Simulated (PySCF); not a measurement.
Molecule: SMILES c1cc(Cl)ccc1C=C, singlet. Atoms near the plane z = 0.0 Å, at the GFN2-xTB optimised geometry (x, y, z in Å): C1 (2.5, -1.9, 0.0), C2 (1.1, -1.9, 0.0), C3 (0.3, -0.7, 0.0), C4 (-1.1, -0.9, 0.0), C5 (-2.0, 0.2, 0.0), C6 (-1.5, 1.5, 0.0), Cl7 (-2.6, 2.8, 0.0), C8 (-0.1, 1.7, 0.0), C9 (0.7, 0.6, 0.0), H10 (3.0, -2.8, 0.0), H11 (3.1, -1.0, 0.0), H12 (0.6, -2.8, 0.0), H13 (-1.5, -1.9, 0.0), H14 (-3.1, 0.0, 0.0), H15 (0.3, 2.7, 0.0), H16 (1.8, 0.8, 0.0).

Calculation: PySCF with PBE/def2-TZVP. Cells within 0.4 Å of a nucleus heavier than hydrogen are left out (blank, or x). The values are rescaled to run from 0 to 1.

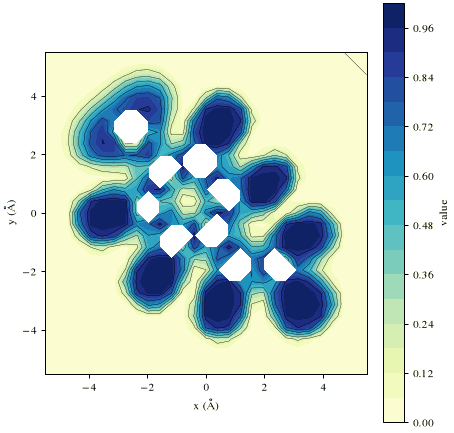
Figure: a field on the plane z = 0.0 Å.

### Question
Which quantity is mapped?
A. Laplacian of the electron density
B. electron localisation function
C. log10 of the electron density
D. an orbital amplitude

### Answer
B, electron localisation function
